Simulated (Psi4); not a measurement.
# wB97M-V/def2-SVPD run of C2H4Si (Si(CCH)H3)

Aim: the energy change on altering one bond length of C2H4Si (Si(CCH)H3) at wB97M-V/def2-SVPD, from 2 runs. 

The calculation is run with Psi4 1.11.

2 further runs of the same task are left out: 1 that didn't finish, 1 set aside as unsound or not needed.

## 1. The system as given

C2H4Si has 7 atoms, charge 0, and is taken as a singlet. As SMILES, `[H][Si]([H])([H])C#C`. The coordinates come from a GFN2-xTB relaxation.

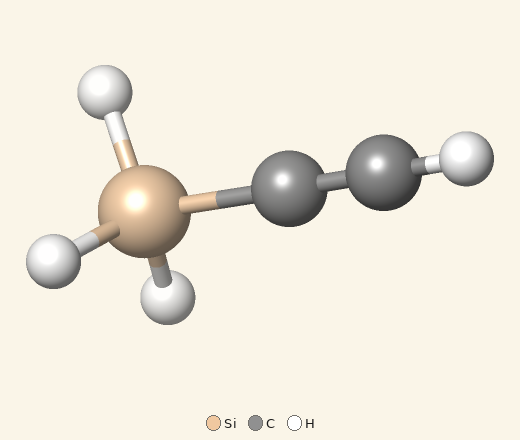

Viewed from a chosen angle; silicon light orange, carbon grey, hydrogen white.

## 2. A single-point energy at wB97M-V/def2-SVPD

c2h4si.xyz reads:

```xyz
7
C2H4Si
Si    -0.001310     0.003080    -1.091050
C     -0.008950     0.001360     0.757280
C      0.000000    -0.004760     1.959370
H      0.006250    -0.009300     3.011790
H      1.393830     0.007600    -1.537640
H     -0.698780     1.206490    -1.549220
H     -0.691030    -1.204480    -1.550540
```

c2h4si_ase.py reads:

```python
import numpy as np
from ase.calculators.psi4 import Psi4
from ase.io import read

a = read('c2h4si.xyz')
calc = Psi4(atoms=a, method='wb97m-v', basis='def2-SVPD', memory='1600MB', num_threads=1, charge=0, multiplicity=1, label='psi4-calc')
calc.psi4.set_options({'puream': True, 'e_convergence': 1e-09, 'd_convergence': 1e-08, 'scf_type': 'pk', 'dft_radial_points': 99, 'dft_spherical_points': 590})
a.calc = calc

print(f'energy: {a.get_potential_energy():.6f} eV')
```

Command:

```console
$ python c2h4si_ase.py
```

psi4-calc.dat:

```text
[...]
  Running in c1 symmetry.
[...]
  Nuclear repulsion =   82.929912490938520
[...]
  Multiplicity = 1
[...]
  Nalpha       = 15
  Nbeta        = 15
[...]
    Number of basis functions: 96
[...]
   @RKS iter   1:  -367.73858107849259   -7.66116e-01   3.87033e-03 ADIIS/DIIS
[...]
   @RKS iter  10:  -367.82396196857991   -4.14957e-12   3.18425e-09 DIIS
[...]
    Orbital Energies [Eh]
    ---------------------
    Doubly Occupied:
       1A    -66.416735     2A    -10.367332     3A    -10.351753
       4A     -5.461484     5A     -3.779939     6A     -3.778677
       7A     -3.778676     8A     -0.865503     9A     -0.696783
      10A     -0.636195    11A     -0.500161    12A     -0.464953
      13A     -0.464926    14A     -0.387669    15A     -0.387620
[...]
  @RKS Final Energy:  -367.82396196857991
   => Energetics <=
    Nuclear Repulsion Energy =             82.9299124909385199
    One-Electron Energy =                -669.6039312695488661
    Two-Electron Energy =                 243.1324171567056283
    DFT Exchange-Correlation Energy =     -24.4051318739073793
    Empirical Dispersion Energy =           0.0000000000000000
    VV10 Nonlocal Energy =                  0.1227715272322857
    Total Energy =                       -367.8239619685799084
[...]
 Multipole Moments:
 ------------------------------------------------------------------------------------
     Multipole            Electronic (a.u.)      Nuclear  (a.u.)        Total (a.u.)
 ------------------------------------------------------------------------------------
 L = 1.  Multiply by 2.5417464519 to convert [e a0] to [Debye]
 Dipole X            :         -0.0141960            0.0186028            0.0044068
 Dipole Y            :          0.0010997           -0.0027185           -0.0016188
 Dipole Z            :          1.6369396           -1.5771907            0.0597489
 Magnitude           :                                                    0.0599330
[...]
```

On the terminal:

```text
Memory set to   1.490 GiB by Python driver.
  Threads set to 1 by Python driver.

  Memory set to   1.490 GiB by Python driver.
  Threads set to 1 by Python driver.
energy: -10008.999818 eV
```

It took 72 s on 1 thread of Intel Xeon 6975P-C (Granite Rapids), shared host; peak memory 0.98 GiB.

## 3. The distorted shape

job.json reads:

```json
{
 "schema_name": "qcschema_input",
 "schema_version": 1,
 "molecule": {
  "schema_name": "qcschema_molecule",
  "schema_version": 2,
  "symbols": ["Si", "C", "C", "H", "H", "H", "H"],
  "geometry": [-0.79332214, 0.00325789, -1.80863231, -0.80775965, 7.56e-06, 1.68420518, -0.7908466, -0.01155756, 3.95582606, -0.77903582, -0.02013692, 5.94461163, 2.63395696, 0.01436192, -2.90571848, -2.11134943, 2.2773732, -2.67444813, -2.09670405, -2.27869979, -2.67694256],
  "molecular_charge": 0,
  "molecular_multiplicity": 1,
  "fix_symmetry": "c1",
  "fix_com": true,
  "fix_orientation": true
 },
 "driver": "energy",
 "model": {
  "method": "wb97m-v",
  "basis": "def2-SVPD"
 },
 "keywords": {
  "puream": true,
  "e_convergence": 1e-09,
  "d_convergence": 1e-08,
  "scf_type": "pk",
  "dft_radial_points": 99,
  "dft_spherical_points": 590
 }
}
```

Command:

```console
$ psi4 --qcschema job.json -n 1 --memory 1600MB
```

stdout:

```text
[...]
                   'protocols': {'error_correction': {'default_policy': True, 'policies': None},
                                 'native_files': 'none',
[...]
  Running in c1 symmetry.
[...]
  Nuclear repulsion =   81.502679368436418
[...]
  Multiplicity = 1
[...]
  Nalpha       = 15
  Nbeta        = 15
[...]
    Number of basis functions: 96
[...]
   @RKS iter   1:  -367.69589950964178   -8.46117e-01   3.97163e-03 ADIIS/DIIS
[...]
   @RKS iter  11:  -367.78913970307326   -1.27898e-11   4.42661e-09 DIIS
[...]
    Orbital Energies [Eh]
    ---------------------
    Doubly Occupied:
       1A    -66.443893     2A    -10.373183     3A    -10.357808
       4A     -5.483194     5A     -3.801779     6A     -3.801073
       7A     -3.800253     8A     -0.870598     9A     -0.694890
      10A     -0.637146    11A     -0.502936    12A     -0.471920
      13A     -0.429489    14A     -0.392875    15A     -0.378823
[...]
  @RKS Final Energy:  -367.78913970307326
   => Energetics <=
    Nuclear Repulsion Energy =             81.5026793684364179
    One-Electron Energy =                -666.5152064907304066
    Two-Electron Energy =                 241.4392764246717604
    DFT Exchange-Correlation Energy =     -24.3386328734161062
    Empirical Dispersion Energy =           0.0000000000000000
    VV10 Nonlocal Energy =                  0.1227438679649493
    Total Energy =                       -367.7891397030732605
[...]
 Multipole Moments:
 ------------------------------------------------------------------------------------
     Multipole            Electronic (a.u.)      Nuclear  (a.u.)        Total (a.u.)
 ------------------------------------------------------------------------------------
 L = 1.  Multiply by 2.5417464519 to convert [e a0] to [Debye]
 Dipole X            :         22.8234639          -23.0512798           -0.2278159
 Dipole Y            :          0.0282321           -0.0307911           -0.0025590
 Dipole Z            :         -6.0146702            6.2068376            0.1921674
 Magnitude           :                                                    0.2980519
[...]
```

The result, in JSON:

```text
{
 "driver": "energy",
 "model": {
  "method": "wb97m-v",
  "basis": "def2-SVPD"
 },
 "success": true,
 "return_result": -367.78913970307326,
 "properties": {
  "calcinfo_nbasis": 96,
  "calcinfo_nmo": 96,
  "calcinfo_nalpha": 15,
  "calcinfo_nbeta": 15,
  "calcinfo_natom": 7,
  "nuclear_repulsion_energy": 81.50267936843642,
  "return_energy": -367.78913970307326,
  "scf_one_electron_energy": -666.5152064907304,
  "scf_two_electron_energy": 241.43927642467176,
  "scf_vv10_energy": 0.12274386796494935,
  "scf_xc_energy": -24.338632873416106,
  "scf_dipole_moment": [-0.22781589798120905, -0.0025590377366590394, 0.19216738206952044],
  "scf_total_energy": -367.78913970307326,
  "scf_iterations": 11
 }
}
```

It took 80 s on 1 thread of Intel Xeon 6975P-C (Granite Rapids), shared host; peak memory 0.96 GiB.

## 4. Outcome

Level: wB97M-V/def2-SVPD.

| quantity | value |
| --- | --- |
| first shape: total energy | -367.82396 Eh |
| first shape: dipole moment | 0.15 D |
| first shape: HOMO energy | -10.55 eV |
| first shape: LUMO energy | 1.46 eV |
| first shape: HOMO–LUMO gap | 12.01 eV |
| distorted shape: total energy | -367.78914 Eh |
| distorted shape: dipole moment | 0.76 D |
| distorted shape: HOMO energy | -10.31 eV |
| distorted shape: LUMO energy | 0.92 eV |
| distorted shape: HOMO–LUMO gap | 11.22 eV |
| energy change with the Si1–H5 bond stretched from 1.465 to 1.904 Å | 0.948 eV |

**Reading.** With the Si1–H5 bond stretched from 1.465 to 1.904 Å the energy rises by 0.95 eV (91.4 kJ/mol). The first shape isn't relaxed at this level, so the change isn't measured from a minimum.
